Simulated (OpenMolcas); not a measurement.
# singlet InHCl+: levels of theory compared

Aim: a comparison of 6 runs (B2PLYP/def2-TZVPP, B3LYP/def2-TZVPP, BLYP/def2-TZVPP, M06-L/def2-TZVPP, r2SCAN/def2-TZVPP, CCSD(T)/def2-TZVPP) of singlet InHCl+. 

The calculation is run with OpenMolcas 26.06.

### Step 1. The system as given

InHCl+ has 3 atoms, charge +1, and is taken as a singlet. SMILES of the parent species: `[Cl][InH]`. The shape is that of a PBE0-D4/def2-TZVP optimisation. That shape belongs to the parent species and isn't relaxed for this state.

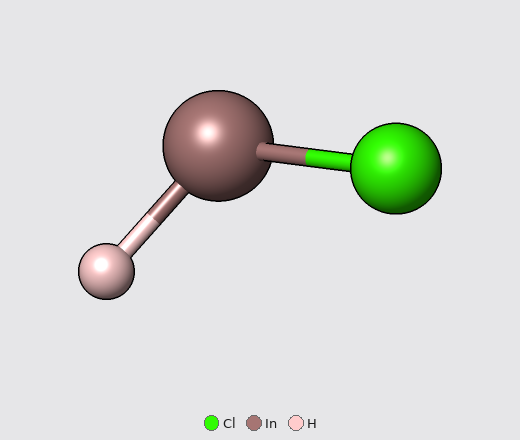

The structure, seen from a chosen angle (chlorine green, indium brown, hydrogen pink).

### Step 2. A single-point energy at B2PLYP/def2-TZVPP (core potential) (run 1)

test.input

```
&GATEWAY
BASLIB=$CurrDir
COORD
3
angstrom
Cl      -1.649800       0.396800      -0.867400
In       0.409500       0.542400       0.286100
H        1.229400      -1.003900       0.568100
BASIS=def2-TZVPP
GROUP=NoSym
&SEWARD
GRIDINPUT
Grid=UltraFine
End of Grid
&SCF
CHARGE=1
KSDFT=B2PLYP_SCF
THRESHOLDS=1e-10 1e-07 1e-07 1e-05
PRORBITALS=1 2
&MBPT2
FROZEN=9
```

The basis set def2-TZVPP is read from a file made from the Basis Set Exchange's data (not shown).

Command:

```
export MOLCAS_MEM=1860
pymolcas test.input > test.log
```

What it wrote:

```text
--- Start Module: gateway ---
[...]
--- Stop Module: gateway /rc=_RC_ALL_IS_WELL_ ---
[...]
      Basis functions          106
[...]
--- Start Module: scf ---
[...]
       Convergence after  19 Iterations
[...]
::    Total KS-DFT energy                            -650.1633345680
[...]
      Total spin, S                                     0.0000000000
[...]
      Total electronic charge=   38.000000
      Total            charge=    1.000000
[...]
      Dipole Moment (debye):
      Origin of the operator (angstrom)=   -0.0623    0.4983    0.0206
                   X=  3.6851E+00               Y=  1.0777E+00               Z=  2.1545E+00           Total=  4.4026E+00
      Center of Charge (angstrom)
[...]
--- Stop Module: scf /rc=_RC_ALL_IS_WELL_ ---
[...]
--- Start Module: mbpt2 ---
[...]
 ###    WARNING: MP2 implementation intended for RHF references only         ###
 ###############################################################################
MBPT2 WARNING: Reference function according to RunFile:KS-DFT
I'll assume you know what you're doing and continue
WARNING!
Default frozen orbitals as non valence orbitals is overwritten by user input.
Default values:   5
[...]
       Reference weight ( Cref**2 )         =        0.80675
::    Total MBPT2 energy                             -650.7068790470
[...]
      Total MBPT2 calculations                           0.42      0.45
--- Stop Module: mbpt2 /rc=_RC_ALL_IS_WELL_ ---
[...]
```

Run time: 25 s. Hardware: 1 thread of Arm Neoverse V2, shared host; peak memory 0.61 GiB.

### Step 3. A single-point energy at B3LYP/def2-TZVPP (core potential) (run 2)

struct.xyz

```xyz
3

Cl    -1.649800     0.396800    -0.867400
In     0.409500     0.542400     0.286100
H      1.229400    -1.003900     0.568100
```

mol.input

```
>>> EXPORT MOLCAS_PRINT=2

&GATEWAY
  BasLib=$CurrDir
  Coord=struct.xyz
  Basis=def2-TZVPP
  Group=NoSym

&SEWARD
  GridInput
  Grid=UltraFine
  End of Grid

&SCF
  Charge=1
  KSDFT=B3LYP
  Thresholds=1e-10 1e-07 1e-07 1e-05
  PrOrbitals=1 1
```

The basis set def2-TZVPP is read from a file made from the Basis Set Exchange's data (not shown).

Command:

```
export MOLCAS_MEM=1860
pymolcas mol.input > mol.log
```

What it wrote:

```text
--- Start Module: gateway ---
[...]
--- Stop Module: gateway /rc=_RC_ALL_IS_WELL_ ---
--- Start Module: seward ---
[...]
      Basis functions          106
--- Stop Module: seward /rc=_RC_ALL_IS_WELL_ ---
[...]
--- Start Module: scf ---
[...]
       Convergence after  21 Iterations
[...]
::    Total KS-DFT energy                            -650.7383921142
[...]
      Total spin, S                                     0.0000000000
[...]
      Total electronic charge=   38.000000
      Total            charge=    1.000000
[...]
      Dipole Moment (debye):
      Origin of the operator (angstrom)=   -0.0623    0.4983    0.0206
                   X=  3.2649E+00               Y=  7.0507E-01               Z=  1.8812E+00           Total=  3.8335E+00
      Center of Charge (angstrom)
[...]
--- Stop Module: scf /rc=_RC_ALL_IS_WELL_ ---
[...]
```

Run time: 26 s. Hardware: 1 thread of Arm Neoverse V2, shared host; peak memory 0.61 GiB.

Runs 3 to 5 aren't shown in full; the table further down has their settings and results.

### Step 4. The energy at CCSD(T)/def2-TZVPP (Cholesky decomposition, core potential) (run 6)

coord.xyz

```xyz
3

Cl    -1.649800     0.396800    -0.867400
In     0.409500     0.542400     0.286100
H      1.229400    -1.003900     0.568100
```

calc.input

```
&GATEWAY
BasLib
$CurrDir
Coord
coord.xyz
Basis
def2-TZVPP
Group
NoSym
&SEWARD
High
&SCF
Charge
1
Thresholds
1e-10 1e-07 1e-07 1e-05
PrOrbitals
1 1
&CHCC
Frozen
9
Threshold
1e-08
MaxIterations
80
&CHT3
Frozen
9
```

The basis set def2-TZVPP is read from a file made from the Basis Set Exchange's data (not shown).

Command:

```
export MOLCAS_MEM=1860
pymolcas calc.input > calc.log
```

What it wrote:

```text
--- Start Module: gateway ---
[...]
--- Stop Module: gateway /rc=_RC_ALL_IS_WELL_ ---
[...]
      Basis functions          106
[...]
       Convergence after  17 Iterations
[...]
::    Total SCF energy                               -649.0373800350
[...]
      Total spin, S                                     0.0000000000
[...]
      Total electronic charge=   38.000000
      Total            charge=    1.000000
[...]
      Dipole Moment (debye):
      Origin of the operator (angstrom)=   -0.0623    0.4983    0.0206
                   X=  4.1520E+00               Y=  1.6381E+00               Z=  2.4743E+00           Total=  5.1034E+00
      Center of Charge (angstrom)
[...]
--- Start Module: chcc ---
[...]
--- Stop Module: chcc /rc=_RC_ALL_IS_WELL_ ---
[...]
--- Start Module: cht3 ---
[...]
--- Stop Module: cht3 /rc=_RC_ALL_IS_WELL_ ---
[...]
```

Run time: 4.9 min. Hardware: 1 thread of Arm Neoverse V2, shared host; peak memory 0.17 GiB.

### Step 5. The series

| run | level | frozen core orbitals | integral approximation | energy (Eh) | HOMO energy (eV) | LUMO energy (eV) | HOMO–LUMO gap (eV) | wall time |
| --- | --- | --- | --- | --- | --- | --- | --- | --- |
| 1 | B2PLYP/def2-TZVPP (core potential) | 9 | none | -650.310092 | -15.55 | -9.56 | 6.00 | 25 s |
| 2 | B3LYP/def2-TZVPP (core potential) | – | none | -650.738392 | -14.27 | -10.92 | 3.35 | 26 s |
| 3 | BLYP/def2-TZVPP (core potential) | – | none | -650.618853 | -13.13 | -11.35 | 1.78 | 27 s |
| 4 | M06-L/def2-TZVPP (core potential) | – | none | -650.796979 | -13.35 | -11.21 | 2.14 | 35 s |
| 5 | r2SCAN/def2-TZVPP (core potential) | – | none | -650.693222 | -13.49 | -11.25 | 2.24 | 35 s |
| 6 | CCSD(T)/def2-TZVPP (Cholesky decomposition, core potential) | 9 | CD high | -649.516651 | -17.43 | -7.54 | 9.89 | 4.9 min |

### Step 6. Summary of results

```
                                          quantity          value
                               run 6: total energy  -649.51665 Eh
        run 6: HOMO energy (Hartree–Fock orbitals)      -17.43 eV
        run 6: LUMO energy (Hartree–Fock orbitals)       -7.54 eV
      run 6: HOMO–LUMO gap (Hartree–Fock orbitals)        9.89 eV
run 6: correlation energy (9 core orbitals frozen)     -479.3 mEh
                             run 6: (T) correction     -17.78 mEh
```

Over runs 1, 2, 3, 4, 5 the HOMO–LUMO gap runs from 1.78 eV (BLYP/def2-TZVPP) to 6.00 eV (B2PLYP/def2-TZVPP). A double hybrid's value is that of its SCF part. For B2PLYP the log adds the whole second-order term; the table takes 0.27 of it, as the functional is defined. Totals of different functionals can't be ranked against each other. All runs together took 7.3 min, the longest 4.9 min.
